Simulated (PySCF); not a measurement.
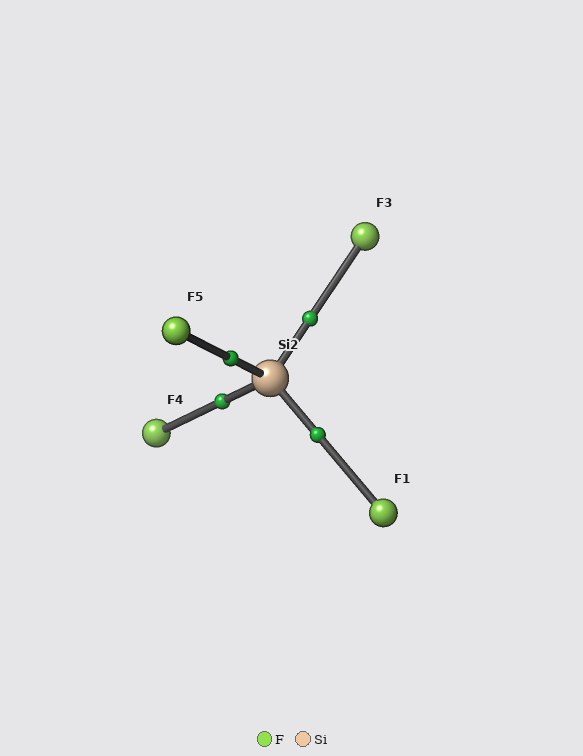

F₄Si, SMILES `F[Si](F)(F)F`. Molecular graph of the electron density (QTAIM): bond paths, bond critical points (green), ring points (magenta, if any); weak paths are dashed.

Level of theory: ωB97X/def2-TZVP (PySCF), at a geometry from GFN2-xTB. No frequency check shows the geometry to be a minimum.

Input

```python
import numpy as np
from pyscf import gto, scf, dft
from pyscf.scf import atom_ks, atom_hf
from scipy.linalg import block_diag

def solve(mol, dm0=None, hcore=None):
    mf = (dft.UKS if mol.spin else dft.RKS)(mol, xc='wb97x')
    mf.grids.level = 3
    mf = mf.density_fit(auxbasis='def2-universal-jkfit')
    mf.conv_tol, mf.max_cycle = 1e-8, 80
    if hcore is not None:
        mf.get_hcore = lambda *args: hcore
    mf.kernel(dm0)
    if not mf.converged:
        mf = mf.newton().run(mf.mo_coeff, mf.mo_occ, max_cycle=30)
    assert mf.converged, 'SCF not converged'
    return mf

mol = gto.M(atom='''
F      0.90491    -0.93726     0.86873
Si     0.00001    -0.00019     0.00008
F      0.90491     0.93741    -0.86879
F     -0.90492    -0.86944    -0.93655
F     -0.90492     0.86959     0.93649
''', basis='def2-tzvp', charge=0, spin=0, verbose=4)
mf = solve(mol)
mf.analyze()
# spherically averaged free atoms, for the promolecule
atm = atom_ks.get_atm_nrks(mol, xc='wb97x')
pro = block_diag(*[(atm[a[0]][2] * atm[a[0]][3]) @ atm[a[0]][2].T for a in mol._atom])
np.savez('result.npz', e=mf.e_tot, c=mf.mo_coeff, occ=mf.mo_occ, eps=mf.mo_energy, pro=pro, dip=mf.dip_moment(verbose=0), s2=mf.spin_square()[0])
```

Run with:

```sh
OMP_NUM_THREADS=1 python input.py
```

The run took 12 s on 1 thread of Intel(R) Xeon(R) Platinum 8259CL CPU @ 2.50GHz (Skylake/Cascade Lake) (shared host), peak memory 0.59 GiB.

Partitions, critical points and surface values were worked out afterwards from this run's density.

### How many critical points of each kind are there, and does the count close?

5 nuclei, 4 bond, 0 ring and 0 cage critical points: 5 − 4 + 0 − 0 = 1, as the Poincaré–Hopf relation requires.

### Give the properties at the bond critical points.

```
            bond  length (Å)  ρ (a.u.)  ∇²ρ (a.u.)     ε  H (a.u.)
F1–Si2 (4 alike)       1.566     0.154       +1.13  0.00    −0.049
```

### What kind of interaction is F1–Si2?

Polar or intermediate (positive Laplacian, negative energy density H): ρ = 0.154, ∇²ρ = +1.13, H = −0.049 a.u.
